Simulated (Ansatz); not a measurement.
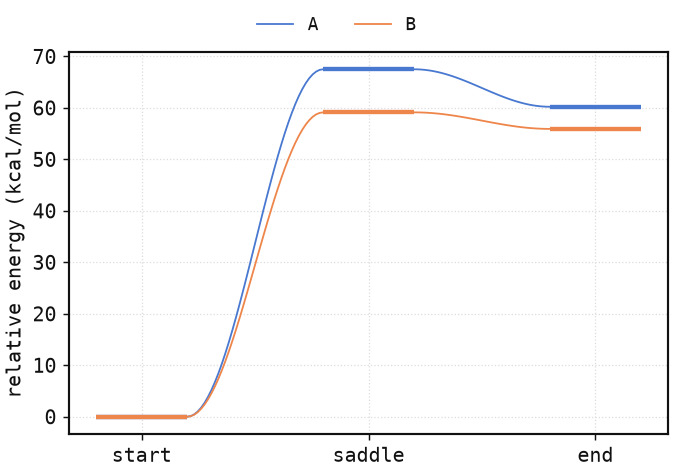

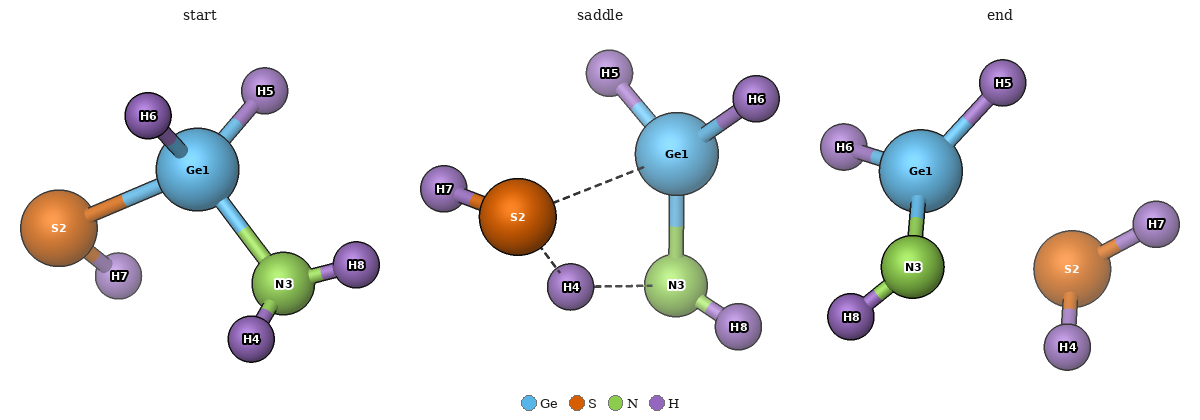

One elementary step of GeNH₅S, singlet: start, first-order saddle point (changing pairs dashed) and end. Electronic energies at PBE0-D4/def2-TZVP geometries, energies in def2-TZVPP, the Ansatz code 0.2.0; cores frozen in correlated methods, no zero-point terms. Start and end are the structures at the ends of the path (complexes, where there are several molecules). On heavy atoms the filled d shell below the valence is correlated. The limit is the MP2 basis limit plus CCSD(T) less MP2 in triple zeta. Lines between the levels only guide the eye.

In the step S2–H4 (3.48 → 1.45 → 1.34 Å) forms; N3–H4 (1.01 → 1.76 → 3.14 Å) breaks; Ge1–S2 (2.22 → 2.66 → 2.99 Å) stretches to a weak contact (lengths at start, saddle and end; changes of bond order aren't listed).

Question: The profiles are CCSD(T) at the basis limit and PBE-D4. Which is which?

Answer: A: CCSD(T) at the basis limit (barrier 67.5, step 60.2 kcal/mol); B: PBE-D4 (barrier 59.1, step 55.9 kcal/mol).

Limits of at least one run: no scalar relativity up to krypton.
